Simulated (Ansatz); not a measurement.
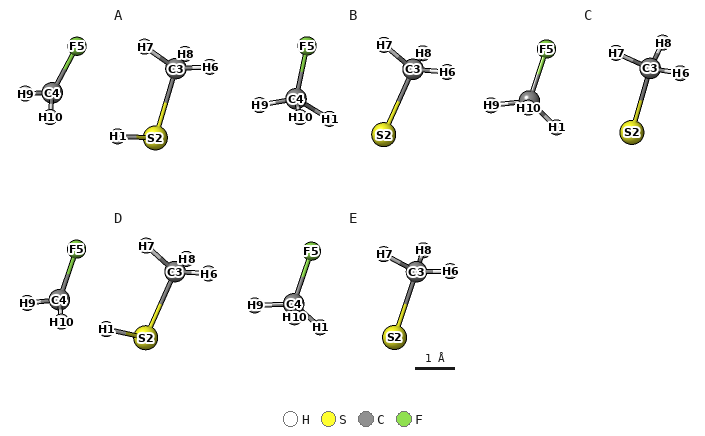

5 geometries from one relaxation of C$_{2}$H$_{6}$FS (multiplicity 2), in shuffled order. A ball-and-stick model, seen at a tilt.

The run prepares an end point of a later path (reaction) calculation, from a guessed geometry.

All numbers below come from UKS PBE-D4/6-31G (Ansatz). Set-up: collinear spin; force threshold 0.03 eV/Å; at most 50 steps.

Question: Order the frames from highest to lowest energy.

Answer: A, D, B, E, C. They are steps 0, 3, 7, 11, 20, at +110.7 kJ/mol, +98.9 kJ/mol, +31.8 kJ/mol, +3.08 kJ/mol relative to the last. The atom that moves furthest after the best rigid fit is H1 (1.02 Å). By element the largest moves are H 1.02 Å, F 0.56 Å, S 0.54 Å, C 0.31 Å. Among the contacts that change: H1–S2 1.379 → 2.824 Å, H1–C4 2.366 → 1.103 Å, C4–F5 1.395 → 1.453 Å, S2–C3 1.907 → 1.869 Å. New bonds form, among them: H1–C4 (2.37 → 1.10 Å). Bonds break, among them: H1–S2 (1.38 → 2.82 Å). Bond angles that change, for instance: H9–C4–H10 125.0° → 110.6°, F5–C4–H9 115.1° → 108.3°, S2–C3–H8 106.8° → 111.4°. After 18 accepted moves (20 points after the start) the energy has fallen by 110.7 kJ/mol. The largest force component goes from 0.45 to 0.018 eV/Å. The line search rejected the trial steps at points 8, 14 of the run. The forces were under the threshold at step 17, but the run went on from there.

Limits of the set-up: the start holds two separate molecules, 2.4 Å apart at their closest, whose relative position is a soft coordinate; the basis has no polarisation functions, which atoms past neon need.
